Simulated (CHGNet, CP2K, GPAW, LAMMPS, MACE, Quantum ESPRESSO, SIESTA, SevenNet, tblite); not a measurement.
# GPAW on amorphous Si (114 atoms): settings against a plane-wave reference

How do the settings of GPAW change the result for amorphous Si (114 atoms)? A plane-wave run serves as the yardstick.

Program: GPAW 26.7.0. Level of theory: the method is named at each step. Results are calculated unless marked as measured.

## (1) The starting structure

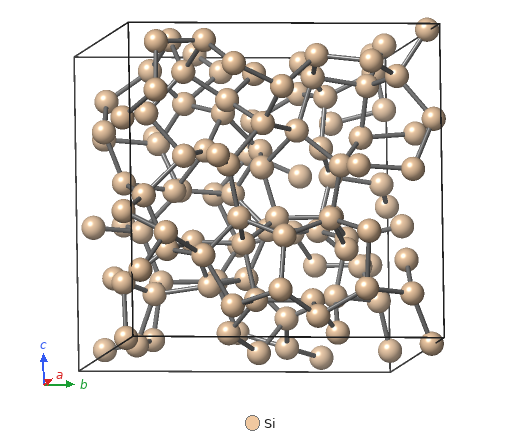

The cell as given, slightly off an axis (silicon light orange). Some periodic images of atoms are drawn too.

The cell holds 114 atoms: 114 Si. Its edges and angles: a = 13.280 Å, b = 13.280 Å, c = 13.280 Å, α = 90.0°, β = 90.0°, γ = 90.0°. 114 atoms (114 Si) placed at random at 2.27 g/cm³, melted at 3500 K for 10 ps at fixed volume with the Tersoff potential (Tersoff, Phys. Rev. B 39, 5566 (1989)). Quenched from 3500 K to 700 K at 10 K/ps and fixed volume, annealed at 1200 K for 20 ps, held 5 ps.

The yardstick, on the same geometry:

| Item | Value |
| --- | --- |
| method | Kohn-Sham DFT, PBE, SSSP efficiency 1.3.0 pseudopotentials, plane waves (Quantum ESPRESSO 7.5); sssp-pbe-1.3.0-efficiency, cutoffs 45/360 Ry, Γ point |
| r.m.s. force component | 0.8128 eV/Å |
| longest force | 3.968 eV/Å |
| pressure | 0.7543 GPa |
| time | 5.9 min on 4 MPI ranks of Arm Neoverse V1, shared host |
| CPU time | 24 min |

## (2) PBE, LCAO dzp, h 0.2 Å

Method: Kohn-Sham DFT, PBE, PAW, atomic orbitals (dzp).

run.py reads:

```python
import numpy as np
from ase.io import read
from gpaw import GPAW, FermiDirac
from ase.parallel import parprint as print

atoms = read("structure.xyz")
atoms.calc = GPAW(
    mode="lcao",
    basis="dzp",
    h=0.2,
    xc="PBE",
    kpts={"size": (1, 1, 1), "gamma": True},
    occupations=FermiDirac(0.05),
    maxiter=200,
    symmetry={"point_group": False},
    txt="gpaw.txt",
)
energy = atoms.get_potential_energy(force_consistent=True)
forces = atoms.get_forces()
print(f"energy {energy:.6f} eV")
print("forces (eV/A)")
for i, (a, f) in enumerate(zip(atoms, forces)):
    print(f"{i:4d} {a.symbol:2s} {f[0]:10.5f} {f[1]:10.5f} {f[2]:10.5f}")
print(f"Fermi level {atoms.calc.get_fermi_level():.4f} eV")
for k in range(len(atoms.calc.get_ibz_k_points())):
    for s in range(atoms.calc.get_number_of_spins()):
        e = atoms.calc.get_eigenvalues(kpt=k, spin=s)
        n = np.searchsorted(e, atoms.calc.get_fermi_level())
        print(f"k {k} spin {s} levels about the Fermi level:", np.round(e[max(n - 6, 0):n], 4).tolist(), "|", np.round(e[n:n + 6], 4).tolist())
```

structure.xyz reads:

```xyz
114
Lattice="13.28010 0.00000 0.00000 0.00000 13.28010 0.00000 0.00000 0.00000 13.28010" Properties=species:S:1:pos:R:3 pbc="T T T"
Si 3.62162 6.04603 7.11481
Si 8.72011 10.94333 11.13417
Si 3.72427 3.78084 7.24151
Si 9.09687 4.90022 10.47309
Si 4.16836 6.47086 3.45787
Si 4.06437 1.77927 0.64422
Si 7.26860 7.28188 5.69982
Si 10.72408 0.12762 5.57924
Si 4.43024 8.11892 1.76400
Si 3.62932 0.08061 5.65626
Si 4.62519 12.02872 2.49892
Si 11.26179 4.52772 7.51468
Si 9.02808 7.86262 9.20112
Si 1.28272 5.67379 7.35372
Si 0.83744 7.26740 9.10670
Si 12.23403 1.65311 4.52559
Si 11.48476 8.33419 12.12473
Si 2.76107 2.27037 5.58574
Si 9.23711 9.68624 7.71786
Si 4.76025 7.32225 5.47299
Si 6.00287 3.12999 6.96701
Si 11.31212 8.26500 1.12323
Si 8.48479 5.61589 4.47978
Si 0.61606 1.01633 0.82111
Si 9.51506 9.82674 4.14658
Si 7.32451 6.65599 7.82981
Si 11.80667 9.99739 7.43739
Si 7.50445 9.75742 0.83598
Si 5.99836 0.51992 3.25057
Si 2.33398 8.48917 0.76507
Si 12.21450 1.35138 12.60242
Si 3.05256 2.99148 9.27296
Si 8.75105 6.06569 2.06638
Si 2.06745 2.82587 1.09242
Si 9.24521 1.41486 9.87880
Si 10.77428 13.18435 0.01859
Si 0.81234 12.35647 4.44326
Si 6.03979 10.44958 4.97366
Si 3.40913 10.26950 7.89382
Si 6.77272 0.85789 7.18892
Si 5.98654 12.83389 5.51748
Si 11.37321 12.27812 2.07927
Si 0.70185 10.23391 0.52802
Si 13.27598 10.14879 4.50740
Si 0.91912 9.40098 8.16487
Si 9.78225 12.33482 3.67527
Si 5.32559 0.41460 10.79473
Si 8.74800 2.29626 4.20674
Si 5.06503 9.79925 11.06684
Si 1.44434 8.94999 5.73740
Si 5.10487 6.98653 8.77084
Si 0.98937 6.75399 5.23595
Si 13.23070 3.74565 7.69024
Si 3.80063 9.61612 5.54989
Si 9.32834 3.00688 11.63350
Si 3.40010 0.63107 9.41360
[... 54 atom lines left out ...]
Si 11.37454 3.54738 12.75673
Si 8.48346 0.54913 0.46680
Si 8.30750 0.50212 2.81419
Si 2.92614 12.51464 7.61693
```

Run with:

```
$ OMP_NUM_THREADS=1 mpirun -np 2 gpaw python run.py > output.txt
```

The log of the run:

```text
energy -575.288315 eV
forces (eV/A)
   0 Si    0.21346    0.50606   -0.02253
   1 Si   -0.58811   -0.61461    0.44395
   2 Si    0.82997   -0.89001   -1.20096
   3 Si    0.50493    0.45152   -1.20073
   4 Si    1.11267   -0.64090   -0.79906
   5 Si   -0.01307   -1.05860   -0.31455
   6 Si   -0.60711   -0.03642   -1.49747
   7 Si    0.62968   -0.68006   -0.24601
   8 Si   -0.26499    0.96772    1.44218
   9 Si    1.41477   -0.61558   -0.90849
  10 Si    0.37410   -0.62727    0.26934
  11 Si   -3.95435    0.92204    0.71089
  12 Si    0.00662   -0.75891   -1.18983
  13 Si   -0.37215    1.17473   -0.33477
  14 Si    0.95481   -0.71058    0.07296
  15 Si   -1.61333    1.41922   -0.48728
  16 Si    0.24960    0.07767   -1.11762
  17 Si    0.02709    0.24339    0.22350
  18 Si    0.68429    0.76880    0.28450
  19 Si    0.50494    0.29519    0.12570
  20 Si    0.37447   -0.22341   -0.64007
  21 Si   -0.52202    1.38116    0.71571
  22 Si   -0.55307    0.13731    0.40381
  23 Si    0.47691    0.47573    0.24121
[...]
106 Si    0.05084    1.27842    0.07959
 107 Si    0.76093    0.83363   -0.02893
 108 Si   -0.00823   -0.02014    0.85404
 109 Si    0.06251   -0.34488   -1.00185
 110 Si   -0.70008   -0.10801    0.55588
 111 Si    0.43192    1.51003    0.59215
 112 Si   -1.17245    0.46544   -0.86734
 113 Si   -0.00037    0.07093    0.67771
Fermi level 5.2503 eV
k 0 spin 0 levels about the Fermi level: [4.7002, 4.7887, 4.8341, 4.9741, 5.1203, 5.1957] | [5.289, 5.4887, 5.6241, 5.6789, 5.7686, 5.8329]
```

gpaw.txt:

```text
Input parameters:
  mode=LCAO(),
  basis={'default': 'dzp'},
  h=0.2,
  kpts=MonkhorstPack(size=(1, 1, 1), gamma=True),
  maxiter=200,
  occupations=Occupations(name='fermi-dirac', width=0.05, fixmagmom=False),
  symmetry=Symmetry(point_group=False),
  xc=XC(name='PBE')
Unit cell  # Å
| periodic |         x |         y |         z |   lengths |    angles |
|----------|-----------|-----------|-----------|-----------|-----------|
|      yes | 13.280100 |  0.000000 |  0.000000 | 13.280100 | 90.000000 |
|      yes |  0.000000 | 13.280100 |  0.000000 | 13.280100 | 90.000000 |
|      yes |  0.000000 |  0.000000 | 13.280100 | 13.280100 | 90.000000 |
Number of symmetries: 1
Symmetry operations  # r_c * U_cc + t_c -> r_c
|   | kind |            matrix            |
|---|------|------------------------------|
| 0 |  E   |  1, 0, 0,  0, 1, 0,  0, 0, 1 |
BZ-sampling:
  Number of BZ points: 1
  Number of IBZ points: 1
  Monkhorst-Pack size: [1, 1, 1]
  Monkhorst-Pack shift: [0, 0, 0]
[... lines left out ...]
      Number of RI-basis functions 0
Reference energy: -899043.244526  # eV
eigensolver:
density mixing:
  MSR1-Mixer
occupation numbers:
  Fermi-Dirac:
    width: 0.0500  # eV
FastPoissonSolver using
    Stencil: 6*3+1=19 point O(h^6) finite-difference Laplacian
xc functional:
  name: PBE with 2 nearest neighbor stencil
interpolation: tri-quintic # 5. degree polynomial
Initialization done in: 8.153 s
convergence criteria:
- Maximum [total energy] change in last 3 cyles: 0.0005 eV / valence electron
- Maximum integral of absolute [dens]ity change: 0.0001 electrons / valence electron
- Maximum integral of absolute [eigenst]ate change: 4e-08 eV^2 / valence electron
maximum number of iterations: 200
SCF iterations
|iter     |      energy | eigst |  dens |
|---------|-------------|-------|-------|
|iter:   1| -576.725314 |      c|       |
|iter:   2| -576.273149 |      c| -0.90 |
|iter:   3| -604.647608 |      c| -0.92 |
|iter:   4| -643.300908 |      c| -1.06 |
[...]
|iter:   8| -575.448631 |      c| -1.89 |
|iter:   9| -575.275548 |      c| -2.07 |
|iter:  10| -575.243033c|      c| -2.30 |
|iter:  11| -575.239454c|      c| -2.43 |
|iter:  12| -575.214304c|      c| -2.57 |
[...]
|iter:  16| -575.212125c|      c| -3.72 |
|iter:  17| -575.212113c|      c| -3.94 |
|iter:  18| -575.212122c|      c| -4.24c|
Converged in 18 steps
SCF loop duration: 321.295 s (17.850 s/step)
Energy contributions relative to reference atoms: (reference = -899043.244526)
Energy contributions:
  Kinetic:         704.072586
  Coulomb:        -601.977194
  Zero:             -1.567706
  External:          0.000000
  Xc:             -675.663614
  Entropy:          -0.152387
  Spinorbit:         0.000000
  ----------------------------
  Free energy:    -575.288315
  Extrapolated:   -575.212122
dipole moment: (84.538866, -23.208722, 0.873314)  # |e|*Ang
Fermi level: 5.250
Eigenvalues  # (at kpt = [0.000, 0.000, 0.000])
| band index |      eig [eV] | occ [0-2] |
|------------|---------------|-----------|
|          0 |        -7.057 |     2.000 |
|        ... |               |           |
|        220 |         4.535 |     2.000 |
|        221 |         4.588 |     2.000 |
[...]
|        235 |         6.034 |     0.000 |
|        ... |               |           |
|        277 |         7.648 |     0.000 |
Gap: 0.093 eV
Transition (v -> c):
  (s=0, k=0, n=227, [0.00, 0.00, 0.00]) -> (s=0, k=0, n=228, [0.00, 0.00, 0.00])
No difference between direct/indirect transitions
Force computation time: 44.239  # s
```

Elapsed: 6.3 min, on 2 MPI ranks of Arm Neoverse V1, shared host; peak memory 2.9 GiB; 13 min of CPU time.

Banners, paths, timers and routine set-up lines are dropped from the logs unmarked, and long logs keep their key lines alone; longer cuts are marked.

Compared with the plane-wave run:

| Quantity | Value |
| --- | --- |
| r.m.s. force component | 0.8491 eV/Å |
| r.m.s. difference of force components | 46.11 meV/Å |
| longest difference of force vectors | 169.3 meV/Å |
| force difference over r.m.s. force | 5.673 % |
| slope of forces against the reference's | 1.044 |
| correlation of force components | 0.9994 |
| gap (highest filled to lowest empty level) | 0.0933 eV |

Levels nearest the highest filled one (eV from it): -0.50, -0.41, -0.36, -0.22, -0.08, 0.00, 0.09, 0.29, 0.43, 0.48, 0.57, 0.64.

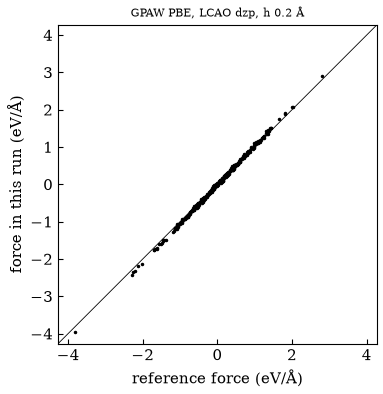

Force components against those of the reference; the line marks equality.

A closer look about Si12, which bears the longest force: 14 atoms, nearest first, numbered in the order of the input, with positions taken from that point.

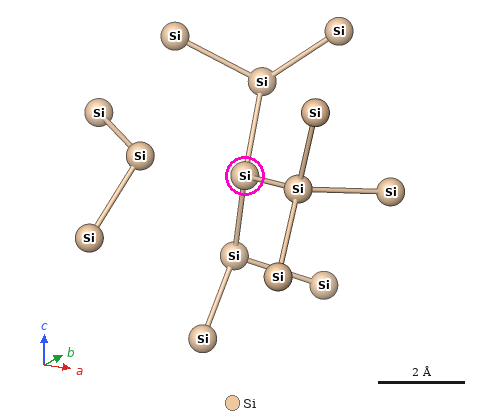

The atoms of the table, within 4.1 Å (arrows a, b, c point along x, y, z); some may hide others; the central atom is ringed.

| atom | x | y | z | distance (Å) | Fx | Fy | Fz (eV/Å) |
| --- | --- | --- | --- | --- | --- | --- | --- |
| Si12 | 0.00 | 0.00 | 0.00 | 0.00 | -3.95 | 0.92 | 0.71 |
| Si53 | 1.97 | -0.78 | 0.18 | 2.13 | 2.89 | -1.74 | -0.81 |
| Si107 | -0.63 | 0.54 | -2.18 | 2.34 | 0.05 | 1.28 | 0.08 |
| Si101 | -0.53 | 1.59 | 1.81 | 2.47 | -0.49 | -0.07 | -1.03 |
| Si88 | -1.90 | -1.55 | 0.56 | 2.52 | 1.09 | 0.09 | -0.39 |
| Si14 | 3.30 | 1.15 | -0.16 | 3.50 | -0.37 | 1.17 | -0.33 |
| Si4 | -2.16 | 0.37 | 2.96 | 3.68 | 0.50 | 0.45 | -1.20 |
| Si76 | 2.75 | -1.26 | 2.27 | 3.78 | -0.01 | -0.73 | 0.22 |
| Si109 | 0.78 | 2.22 | -3.09 | 3.88 | -0.01 | -0.02 | 0.85 |
| Si68 | 2.58 | -2.62 | -1.41 | 3.94 | -0.19 | 1.75 | 1.50 |
| Si81 | -0.51 | -1.03 | -3.79 | 3.96 | 0.44 | -1.58 | -0.50 |
| Si72 | -3.85 | -0.29 | 1.00 | 3.99 | 0.16 | 1.36 | -0.57 |
| Si87 | 1.26 | 2.12 | 3.18 | 4.03 | -0.05 | -0.01 | 0.77 |
| Si58 | -2.25 | -3.23 | -1.07 | 4.08 | -1.17 | 1.35 | -0.37 |

Atoms are counted from 1 here, from 0 in the log.

Forces lie 5.7 % from the reference's, at 0.53 times its CPU time (on 2 against 4 cores).

## (3) PBE, LCAO dzp, h 0.22 Å

Method: Kohn-Sham DFT, PBE, PAW, atomic orbitals (dzp).

Edit run.py of step 2 so:

```diff
@@ -9,3 +9,3 @@
     basis="dzp",
-    h=0.2,
+    h=0.22,
     xc="PBE",
```

structure.xyz is that of step 2.

The log of the run:

```text
energy -575.027368 eV
forces (eV/A)
   0 Si    0.21695    0.49959   -0.02265
   1 Si   -0.59192   -0.61284    0.44300
   2 Si    0.82862   -0.88853   -1.19990
   3 Si    0.50578    0.45185   -1.20462
   4 Si    1.11741   -0.63801   -0.80306
   5 Si   -0.01737   -1.06042   -0.31416
   6 Si   -0.60980   -0.03650   -1.49756
   7 Si    0.63103   -0.68154   -0.24329
   8 Si   -0.27053    0.96852    1.44585
   9 Si    1.41350   -0.61586   -0.90561
  10 Si    0.37262   -0.62620    0.26907
  11 Si   -3.96232    0.92029    0.71175
  12 Si    0.00557   -0.75754   -1.19243
  13 Si   -0.37796    1.16819   -0.33582
  14 Si    0.95568   -0.71123    0.07053
  15 Si   -1.61337    1.42015   -0.48382
  16 Si    0.24507    0.07364   -1.11803
  17 Si    0.02434    0.24435    0.22244
  18 Si    0.68526    0.76771    0.28603
  19 Si    0.50020    0.29280    0.12458
  20 Si    0.37567   -0.22127   -0.63763
  21 Si   -0.52325    1.38168    0.71714
  22 Si   -0.55093    0.14002    0.40563
  23 Si    0.47260    0.47389    0.24185
[...]
106 Si    0.05292    1.27860    0.08389
 107 Si    0.76017    0.83406   -0.02841
 108 Si   -0.01650   -0.02089    0.85467
 109 Si    0.06175   -0.34364   -1.00057
 110 Si   -0.69903   -0.11095    0.55825
 111 Si    0.42798    1.51073    0.59301
 112 Si   -1.16768    0.46856   -0.87027
 113 Si   -0.00019    0.07569    0.67910
Fermi level 5.2504 eV
k 0 spin 0 levels about the Fermi level: [4.7002, 4.7887, 4.8342, 4.9742, 5.1204, 5.1958] | [5.2891, 5.4889, 5.6243, 5.6792, 5.7688, 5.833]
```

gpaw.txt:

```text
Input parameters:
  mode=LCAO(),
  basis={'default': 'dzp'},
  h=0.22,
  kpts=MonkhorstPack(size=(1, 1, 1), gamma=True),
  maxiter=200,
  occupations=Occupations(name='fermi-dirac', width=0.05, fixmagmom=False),
  symmetry=Symmetry(point_group=False),
  xc=XC(name='PBE')
Unit cell  # Å
| periodic |         x |         y |         z |   lengths |    angles |
[... lines left out ...]
  Fermi-Dirac:
[... lines left out ...]
convergence criteria:
- Maximum [total energy] change in last 3 cyles: 0.0005 eV / valence electron
[... lines left out ...]
Converged in 18 steps
[... lines left out ...]
  Coulomb:        -601.548711
  Zero:             -1.333834
  External:          0.000000
  Xc:             -675.627497
  Entropy:          -0.152378
  Spinorbit:         0.000000
  ----------------------------
  Free energy:    -575.027368
  Extrapolated:   -574.951180
dipole moment: (84.455058, -23.176956, 0.826660)  # |e|*Ang
Fermi level: 5.250
Eigenvalues  # (at kpt = [0.000, 0.000, 0.000])
| band index |      eig [eV] | occ [0-2] |
|------------|---------------|-----------|
|          0 |        -7.057 |     2.000 |
|        ... |               |           |
|        220 |         4.535 |     2.000 |
|        221 |         4.588 |     2.000 |
[...]
|        235 |         6.034 |     0.000 |
|        ... |               |           |
|        277 |         7.648 |     0.000 |
Gap: 0.093 eV
Transition (v -> c):
  (s=0, k=0, n=227, [0.00, 0.00, 0.00]) -> (s=0, k=0, n=228, [0.00, 0.00, 0.00])
No difference between direct/indirect transitions
Force computation time: 29.720  # s
```

Elapsed: 4.4 min, on 2 MPI ranks; peak memory 2.1 GiB; 8.9 min of CPU time.

Numbers from this run, and their distance from the reference:

```
r.m.s. force component                           : 0.8491 eV/Å
r.m.s. difference of force components            : 45.91 meV/Å
longest difference of force vectors              : 167.8 meV/Å
force difference over r.m.s. force               : 5.648 %
slope of forces against the reference's          : 1.044
correlation of force components                  : 0.9994
gap (highest filled to lowest empty level) : 0.0933 eV
energy less the same-level run's                 : 2.289 meV/atom
r.m.s. force difference from the same-level run  : 2.959 meV/Å
```

This is a coarse setting, run to see what it loses.

Against the first run (5.7 %), the force difference from the reference is 5.6 %, at 0.71 times the CPU time: the change moves forces by 3.0 meV/Å r.m.s., so most of the difference comes from elsewhere.

## (4) PBE, LCAO szp(dzp), h 0.2 Å

Method: Kohn-Sham DFT, PBE, PAW, atomic orbitals (szp(dzp)).

Edit run.py of step 3 so:

```diff
@@ -3,3 +3,2 @@
 from gpaw import GPAW, FermiDirac
-from ase.parallel import parprint as print
 
@@ -8,4 +7,4 @@
     mode="lcao",
-    basis="dzp",
-    h=0.22,
+    basis="szp(dzp)",
+    h=0.2,
     xc="PBE",
```

structure.xyz is that of step 3.

Run with:

```
$ OMP_NUM_THREADS=1 python run.py > output.txt
```

The log of the run:

```text
energy -554.101325 eV
forces (eV/A)
   0 Si    0.17626    0.65495   -0.09086
   1 Si   -0.71216   -0.62785    0.48399
   2 Si    0.83297   -0.85646   -1.32321
   3 Si    0.60110    0.54957   -1.27628
   4 Si    1.15806   -0.71073   -0.88157
   5 Si   -0.00850   -1.15948   -0.32067
[...]
111 Si    0.43862    1.77458    0.46006
 112 Si   -1.19417    0.42630   -0.93542
 113 Si    0.05553    0.01053    0.68526
Fermi level 5.0840 eV
k 0 spin 0 levels about the Fermi level: [4.4692, 4.5785, 4.6191, 4.796, 4.9359, 5.0097] | [5.1444, 5.3376, 5.486, 5.5785, 5.6524, 5.7159]
```

gpaw.txt:

```text
Input parameters:
  mode=LCAO(),
  basis={'default': 'szp(dzp)'},
  h=0.2,
  kpts=MonkhorstPack(size=(1, 1, 1), gamma=True),
  maxiter=200,
  occupations=Occupations(name='fermi-dirac', width=0.05, fixmagmom=False),
[... lines left out ...]
  Fermi-Dirac:
[... lines left out ...]
convergence criteria:
- Maximum [total energy] change in last 3 cyles: 0.0005 eV / valence electron
[... lines left out ...]
Converged in 17 steps
[... lines left out ...]
  Free energy:    -554.101325
[... lines left out ...]
Fermi level: 5.084
[... lines left out ...]
|        ... |               |           |
|        277 |         7.618 |     0.000 |
Gap: 0.135 eV
Transition (v -> c):
  (s=0, k=0, n=227, [0.00, 0.00, 0.00]) -> (s=0, k=0, n=228, [0.00, 0.00, 0.00])
No difference between direct/indirect transitions
Force computation time: 61.267  # s
timing:  # [seconds]
  Total:  499.646  # ━━━━━━━━━━━━━━━━━━━━━━━━━━━━━━━━━━━━━━━━━━━━━━━━━━━━━━━━
  Init:    14.718  # ━╸
  SCF:    423.620  # ━━━━━━━━━━━━━━━━━━━━━━━━━━━━━━━━━━━━━━━━━━━━━━━╸
  Forces:  61.267  # ━━━━━━━
```

Elapsed: 8.4 min, on 1 thread; peak memory 2.5 GiB.

Numbers from this run, and their distance from the reference:

| Quantity | Value |
| --- | --- |
| r.m.s. force component | 0.9102 eV/Å |
| r.m.s. difference of force components | 143.9 meV/Å |
| longest difference of force vectors | 478.4 meV/Å |
| force difference over r.m.s. force | 17.7 % |
| slope of forces against the reference's | 1.111 |
| correlation of force components | 0.9924 |
| gap (highest filled to lowest empty level) | 0.1347 eV |

This is a coarse setting, run to see what it loses.

Against the first run (5.7 %), the force difference from the reference is 18 %, at 0.67 times the CPU time (on 1 against 2 cores), with 1026 basis functions against 1482: the smaller basis costs accuracy.

(Continued in part 2 of 2.)

[Also dropped from logs without a mark: logging warnings of Python, and SIESTA's first energy breakdown and zero terms.]

[Logs are printed without paths, hosts, clocks, repeated set-up lines and the standing remarks that a program may print on its own settings, such as how far it seeks lower states.]

[Hosts, paths, dates, database ids (printed as entryN), source tags and the programs' standing remarks are cut or masked in the printed files.]
